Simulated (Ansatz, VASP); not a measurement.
# NaB2 in two plane-wave programs, part 2 of 2

Wanted: the spread between two codes on one cell, functional and k mesh. The cell is invented: As first built, before any earlier steps moved the atoms: it takes the AgB2 structure with some of its atoms replaced by other elements, volume scaled by an estimate. It may not be a known or stable phase. The cell comes out of the VASP series on this material, whose earlier steps may have relaxed, scaled or displaced it; both programs get it as it stands.

VASP 6.6.1 and Ansatz 0.2.0.

So far. Step 2 (Ansatz: single point, PBEsol): The run ends at a pressure of -0.11 GPa. Step 3 (VASP: single point, PBEsol): The run ends at a pressure of -0.05 GPa.

**6. VASP: band structure, PBEsol**

Level of this step: PBEsol; plane waves and PAW (Na_pv, B); invented cell (VASP).

The same cell, functional, mesh and smearing now go to VASP, with its own data sets and cutoff.

Input file INCAR:

```
SYSTEM = NaB2
PREC = Accurate
ENCUT = 420
EDIFF = 1E-06
NELM = 100
ISMEAR = 0
SIGMA = 0.05
LREAL = .FALSE.
ALGO = Normal
GGA = PS
NBANDS = 19
LORBIT = 11
LWAVE = .FALSE.
LCHARG = .FALSE.
```

Input file POSCAR:

```
NaB2
1.0
    3.0212408131      0.0000000000      0.0000000000
   -1.5106204065      2.6164707569      0.0000000000
    0.0000000000      0.0000000000      4.2796505396
Na B
1 2
Direct
    0.0000000000      0.0000000000      0.0000000000
    0.3333333300      0.6666666700      0.5000000000
    0.6666666700      0.3333333300      0.5000000000
```

Input file KPOINTS:

```
Automatic mesh
0
Gamma
9 9 5
0 0 0
```

Input file KPOINTS_OPT:

```
Line mode
16
Line-mode
Reciprocal
  0.00000000   0.00000000   0.00000000 GAMMA
  0.50000000   0.00000000   0.00000000 M

  0.50000000   0.00000000   0.00000000 M
  0.33333333   0.33333333   0.00000000 K

  0.33333333   0.33333333   0.00000000 K
  0.00000000   0.00000000   0.00000000 GAMMA

  0.00000000   0.00000000   0.00000000 GAMMA
  0.00000000   0.00000000   0.50000000 A

  0.00000000   0.00000000   0.50000000 A
  0.50000000   0.00000000   0.50000000 L

  0.50000000   0.00000000   0.50000000 L
  0.33333333   0.33333333   0.50000000 H

  0.33333333   0.33333333   0.50000000 H
  0.00000000   0.00000000   0.50000000 A

  0.50000000   0.00000000   0.50000000 L
  0.50000000   0.00000000   0.00000000 M

  0.33333333   0.33333333   0.00000000 K
  0.33333333   0.33333333   0.50000000 H
```

The projector-augmented-wave data sets are Na_pv and B (PBE family, release 64).

Run with:

```bash
mpirun -np 1 vasp_std
```

Numbers of over 12 decimals in the logs are rounded to 6 here.

The log of the run:

```text
[banner, memory and clock lines left out]
running    1 mpi-ranks, on    1 nodes
[...]
[... a notice as in an earlier step ...]

 LDA part: xc-table for (Slater+PW92), standard interpolation
 POSCAR, INCAR and KPOINTS ok, starting setup
[...]
entering main loop
       N       E                     dE             d eps       ncg     rms          rms(c)
DAV:   1     0.696015996079E+02    0.69602E+02   -0.50135E+03  1411   0.600E+02
DAV:   2    -0.118667080403E+02   -0.81468E+02   -0.75180E+02  1607   0.209E+02
DAV:   3    -0.159684656540E+02   -0.41018E+01   -0.40677E+01  1640   0.421E+01
DAV:   4    -0.159999429470E+02   -0.31477E-01   -0.31463E-01  1580   0.364E+00
[...]
DAV:   9    -0.144785063912E+02    0.39457E-03   -0.34990E-04  1757   0.221E-01    0.439E-02
DAV:  10    -0.144784800683E+02    0.26323E-04   -0.12369E-04  1845   0.133E-01    0.165E-02
DAV:  11    -0.144784803221E+02   -0.25383E-06   -0.98114E-06  1497   0.243E-02
   1 F= -.14478480E+02 E0= -.14478180E+02  d E =-.600997E-03
 Start KPOINTS_OPT (optional k-point list driver)
k-point batch [1-36\144]
       N       E                     dE             ncg
DAV:   1    -0.171756827934E+04   -0.15186E+05     1419
DAV:   2    -0.452607326006E+04   -0.28085E+04     1615
DAV:   3    -0.466996518382E+04   -0.14389E+03     1646
DAV:   4    -0.467103748318E+04   -0.10723E+01     1557
DAV:   5    -0.467104265609E+04   -0.51729E-02     1550
DAV:   6    -0.467104270682E+04   -0.50727E-04     1578
DAV:   7    -0.467104270743E+04   -0.60646E-06     1333
[...]
k-point batch [109-144\144]
       N       E                     dE             ncg
DAV:   1    -0.186245293563E+04   -0.18369E+05     1385
DAV:   2    -0.457201945362E+04   -0.27096E+04     1573
DAV:   3    -0.470106954686E+04   -0.12905E+03     1626
DAV:   4    -0.470198376879E+04   -0.91422E+00     1586
DAV:   5    -0.470198798431E+04   -0.42155E-02     1519
DAV:   6    -0.470198802582E+04   -0.41509E-04     1587
DAV:   7    -0.470198802631E+04   -0.48373E-06     1290
```

From OUTCAR (step 6):

```text
  Total       -0.0022412     -0.0022412     -0.0123848     -0.0000000      0.0000000      0.0000000
  in kB       -0.1061407     -0.1061407     -0.5865303     -0.0000000      0.0000000      0.0000000
  external PRESSURE =      -0.2662706 kB  Pullay stress =       0.0000000 kB

 POSITION                                       TOTAL-FORCE (eV/Angst)
 -----------------------------------------------------------------------------------
      0.00000      0.00000      0.00000         0.000000      0.000000      0.000000
     -0.00000      1.74431      2.13983         0.000000     -0.000000      0.000000
      1.51062      0.87216      2.13983        -0.000000      0.000000      0.000000
 -----------------------------------------------------------------------------------
    total drift:                               -0.000000      0.000000     -0.000000

  FREE ENERGIE OF THE ION-ELECTRON SYSTEM (eV)
  ---------------------------------------------------
  free  energy   TOTEN  =       -14.4784803221 eV

  energy  without entropy=      -14.4778793251  energy(sigma->0) =      -14.47817982

[... 1 part as in an earlier step ...]

[... 2 further parts left out ...]
[key lines of the parts left out:]
E-fermi :   2.8418
```

The run ends at a pressure of -0.03 GPa.

**7. Comparison**

The two programs side by side:

| quantity | Ansatz | VASP | difference |
| --- | --- | --- | --- |
| pressure (GPa) | -0.11 | -0.03 | -0.08 |

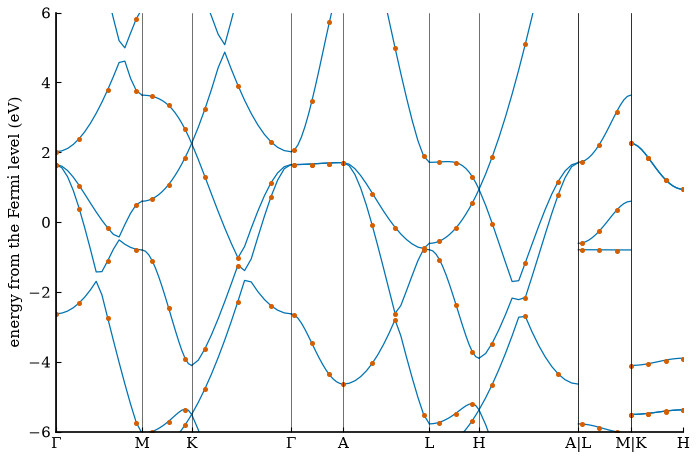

Bands from VASP (lines) and levels from Ansatz (dots). Dots without a line are higher empty bands that the VASP plot leaves out.

Levels from 3 eV below to 2 eV above the Fermi level differ by 13 meV r.m.s. and 21 meV at most; each VASP level is matched to the nearest of Ansatz, which flatters the figure a little. Ansatz's pressure holds a Pulay correction of 0.13 GPa; VASP's holds none.

**8. VASP: band structure, r2SCAN**

The same path points are solved in both programs, so levels can be compared one by one.

Changes to INCAR since step 6:

```diff
@@ -9,3 +9,4 @@
 ALGO = Normal
-GGA = PS
+METAGGA = R2SCAN
+LASPH = .TRUE.
 NBANDS = 19
```

POSCAR is that of step 6.

KPOINTS is that of step 6.

KPOINTS_OPT is that of step 6.

Run with:

```bash
mpirun -np 1 vasp_std
```

The log of the run:

```text
[banner, memory and clock lines left out]
running    1 mpi-ranks, on    1 nodes
[...]
[... a notice as in an earlier step ...]

 LDA part: xc-table for (None), standard interpolation
 POSCAR, INCAR and KPOINTS ok, starting setup
[...]
entering main loop
       N       E                     dE             d eps       ncg     rms          rms(c)
DAV:   1     0.691015599033E+02    0.69102E+02   -0.51547E+03  1411   0.619E+02
DAV:   2    -0.159156817766E+02   -0.85017E+02   -0.78556E+02  1610   0.217E+02
DAV:   3    -0.201342982214E+02   -0.42186E+01   -0.41860E+01  1672   0.437E+01
DAV:   4    -0.201680095561E+02   -0.33711E-01   -0.33697E-01  1575   0.386E+00
[...]
DAV:  12    -0.175247424642E+02   -0.26702E-04   -0.10686E-06  1427   0.716E-03    0.173E-03
DAV:  13    -0.175247437651E+02   -0.13009E-05   -0.22963E-07   813   0.472E-03    0.525E-04
DAV:  14    -0.175247430368E+02    0.72826E-06   -0.32967E-08   768   0.102E-03
   1 F= -.17524743E+02 E0= -.17524442E+02  d E =-.602137E-03
 Start KPOINTS_OPT (optional k-point list driver)
k-point batch [1-36\144]
       N       E                     dE             ncg
DAV:   1    -0.189231992635E+04   -0.15360E+05     1419
DAV:   2    -0.486418448508E+04   -0.29719E+04     1614
DAV:   3    -0.501339448742E+04   -0.14921E+03     1651
DAV:   4    -0.501455333435E+04   -0.11588E+01     1602
DAV:   5    -0.501455999590E+04   -0.66616E-02     1560
DAV:   6    -0.501456007471E+04   -0.78803E-04     1619
DAV:   7    -0.501456007591E+04   -0.12039E-05     1413
DAV:   8    -0.501456007601E+04   -0.96857E-07     1131
[...]
k-point batch [109-144\144]
       N       E                     dE             ncg
DAV:   1    -0.207334240753E+04   -0.18579E+05     1391
DAV:   2    -0.491302235706E+04   -0.28397E+04     1597
DAV:   3    -0.504700917248E+04   -0.13399E+03     1629
DAV:   4    -0.504798484679E+04   -0.97567E+00     1631
DAV:   5    -0.504799033286E+04   -0.54861E-02     1543
DAV:   6    -0.504799039939E+04   -0.66529E-04     1665
DAV:   7    -0.504799040037E+04   -0.98295E-06     1362
```

From OUTCAR (step 8):

```text
  Total        0.0887513      0.0887512      0.0021576      0.0000000     -0.0000000      0.0000000
  in kB        4.2031567      4.2031550      0.1021809      0.0000000     -0.0000000      0.0000000
  external PRESSURE =       2.8361642 kB  Pullay stress =       0.0000000 kB

 POSITION                                       TOTAL-FORCE (eV/Angst)
 -----------------------------------------------------------------------------------
      0.00000      0.00000      0.00000        -0.000000      0.000000      0.000000
     -0.00000      1.74431      2.13983         0.000000      0.000000      0.000000
      1.51062      0.87216      2.13983        -0.000000     -0.000000     -0.000000
 -----------------------------------------------------------------------------------
    total drift:                                0.000000      0.000000     -0.000000

  FREE ENERGIE OF THE ION-ELECTRON SYSTEM (eV)
  ---------------------------------------------------
  free  energy   TOTEN  =       -17.5247430368 eV

  energy  without entropy=      -17.5241408997  energy(sigma->0) =      -17.52444197

[... 2 parts as in an earlier step ...]

[... 1 further part left out ...]
[key lines of the parts left out:]
E-fermi :   2.8352
```

The run ends at a pressure of 0.28 GPa.

**9. Ansatz: band structure, r2SCAN**

The same cell, functional, mesh and smearing now go to Ansatz, which takes its cutoff from its data sets.

The cell comes out of the VASP series on this material, whose earlier steps may have relaxed, scaled or displaced it; both programs get it as it stands.

Input file input.yaml:

```yaml
crystal:
  lattice:
    - [3.0212408131, 0.0, 0.0]
    - [-1.5106204065, 2.6164707569, 0.0]
    - [0.0, 0.0, 4.2796505396]
  atoms:
    - { symbol: Na, position: [0.0, 0.0, 0.0] }
    - { symbol: B, position: [0.33333333, 0.66666667, 0.5] }
    - { symbol: B, position: [0.66666667, 0.33333333, 0.5] }
hamiltonian:
  xc: r2scan
  pseudopotentials: { kind: paw }
kpoints:
  mp_grid: { grid: [9, 9, 5] }
  band_path:
    path:
      - [0.0, 0.0, 0.0]
      - [0.13333, 0.0, 0.0]
      - [0.3, 0.0, 0.0]
      - [0.46667, 0.0, 0.0]
      - [0.46667, 0.06667, 0.0]
      - [0.41111, 0.17778, 0.0]
      - [0.35556, 0.28889, 0.0]
      - [0.28889, 0.28889, 0.0]
      - [0.17778, 0.17778, 0.0]
      - [0.06667, 0.06667, 0.0]
      - [0.0, 0.0, 0.03333]
      - [0.0, 0.0, 0.2]
      - [0.0, 0.0, 0.36667]
      - [0.0, 0.0, 0.5]
      - [0.16667, 0.0, 0.5]
      - [0.3, 0.0, 0.5]
      - [0.46667, 0.0, 0.5]
      - [0.46667, 0.06667, 0.5]
      - [0.41111, 0.17778, 0.5]
      - [0.35556, 0.28889, 0.5]
      - [0.28889, 0.28889, 0.5]
      - [0.17778, 0.17778, 0.5]
      - [0.06667, 0.06667, 0.5]
      - [0.5, 0.0, 0.46667]
      - [0.5, 0.0, 0.3]
      - [0.5, 0.0, 0.13333]
      - [0.33333, 0.33333, 0.0]
      - [0.33333, 0.33333, 0.16667]
      - [0.33333, 0.33333, 0.33333]
      - [0.33333, 0.33333, 0.5]
    npoints: 1
scf:
  occupations: { method: gaussian, width: 0.05 }
  n_extra_bands: 7
output:
  forces: true
  stress: true
  eigenvalues: true
  write_density: true
  write_potential: true
  elf: true
  volumetric_format: npy
```

Run with:

```bash
ansatz run input.yaml --threads 2 --pin off --max-ram 4608MiB --backend cpu --events-out ev --progress --plain --runs-dir out
```

The log of the run:

```text
[...]
Crystal: 3 atoms, lattice volume = 33.831 Å³
Basis set: ecut = 500 eV, 915 PW (Γ), exchange–correlation on 96×96×128 points (64 copies of the dense FFT grid, shifted against one another)
Bands: 15, of which v1, the nominal top of the filled ones, is band 8 counted from 1 (7 counted from 0)
Symmetry: 24 space group operations
[...]
k-points: 36 of 405
[...]
k-point 0: bands = [... 4 lower, -5.5923, 2.9588, 7.4662, 7.4662, 8.2718, 14.8704, 14.8704, 17.0425, ... 3 higher]
  k-point 1: bands = [... 4 lower, -5.4645, 2.1479, 7.4862, 7.4862, 9.7539, 14.8555, 14.8555, 16.9989, ... 3 higher]
  k-point 2: bands = [... 4 lower, -5.2354, 1.1579, 7.5190, 7.5190, 12.6232, 14.8315, 14.8315, 16.9340, ... 3 higher]
  k-point 35: bands = [... 4 lower, -0.1578, -0.1578, 1.6324, 6.9127, 6.9127, 13.9928, 17.4241, 17.4241, ... 3 higher]
[key lines of the parts left out:]
SCF converged after 6 iterations
Free energy (F): -1800.977328 eV
Fermi energy:    5.746895 eV
P = ⅓ Tr σ = 0.6111 GPa (6.111 kbar)
```

It took 3.6 s on 2 threads of Arm Neoverse N1, shared host; peak memory 0.36 GiB.

**10. Comparison**

What differs besides the data sets and the points named for the pairs above, as far as they apply: VASP keeps PBE cores, Ansatz makes them for the functional; the cutoff is 500 eV in Ansatz and 420 eV in VASP. Total energies have different zeros and are not compared.

Both answers:

| quantity | Ansatz | VASP | difference |
| --- | --- | --- | --- |
| pressure (GPa) | 0.61 | 0.28 | +0.33 |

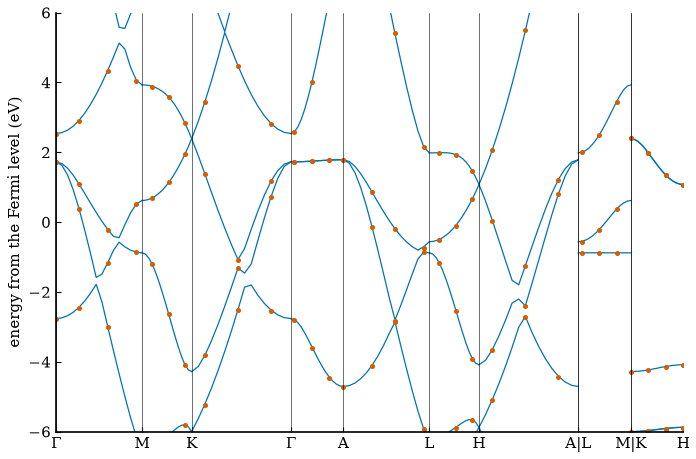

Bands from VASP (lines) and levels from Ansatz (dots). Dots without a line are higher empty bands that the VASP plot leaves out.

Levels from 3 eV below to 2 eV above the Fermi level differ by 11 meV r.m.s. and 27 meV at most; each VASP level is matched to the nearest of Ansatz, which flatters the figure a little.

**11. Summary of results**

- difference in pressure (single point, PBEsol): -0.063 GPa
- r.m.s. difference of levels near the Fermi level (band structure, PBEsol): 13 meV
- r.m.s. difference of levels near the Fermi level (band structure, r2SCAN): 11 meV

**Reading.** The r.m.s. difference of levels near the Fermi level is 13 meV (band structure, PBEsol), within the 80 meV picked in this series as the mark of a large difference. How closely two codes agree says nothing of how well the functional describes the real material.

[Lines on the potential files, build, host, timing and source positions are cut from VASP's logs without a mark.]

[Logs are printed without paths, hosts, clocks, repeated set-up lines and the standing remarks that a program may print on its own settings, such as how far it seeks lower states.]

[Hosts, paths, dates, database ids (printed as entryN), source tags and the programs' standing remarks are cut or masked in the printed files.]
